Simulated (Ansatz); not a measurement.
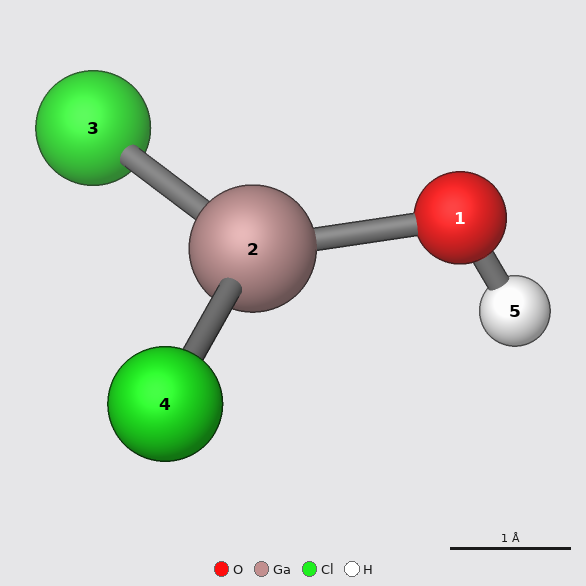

(Drawn from a calculation with Ansatz.)

The atoms are numbered. Geometry: moved along internal coordinates away from the minimum.

How are the neighbours of atom 1 arranged?

O1 has 2 neighbours (Ga2 at 1.76, H5 at 0.96 Å); the arrangement is bent.

Describe the coordination of atom 2.

Ga2 has 3 neighbours (O1 at 1.76, Cl3 at 2.11, Cl4 at 2.12 Å); the arrangement is trigonal planar.
